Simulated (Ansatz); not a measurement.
Start from Ga2O3 in the corundum structure (space group R-3c, No. 167; a = 5.000 Å, c = 13.449 Å (hexagonal axes)).

Now apply this change: the cell is scaled by 0.9850 in all directions; the atoms relax in the strained cell.

Calculations: Kohn–Sham DFT with the PBEsol functional, run in Ansatz (an electronic-structure program) with PAW and 420 eV plane waves, no spin-orbit coupling.

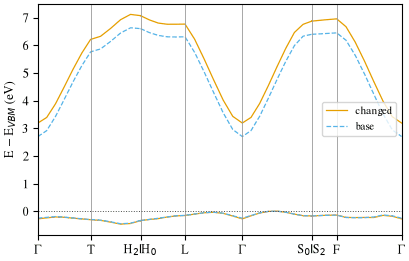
Figure. Highest valence and lowest conduction band along the path, each from its own valence-band maximum

Task: Read the changed gap and its character from the plot.

Result: About 3.2 eV, indirect, Γ–S₀ (50 % along) → Γ.

Whether these cells are dynamically stable was not tested.
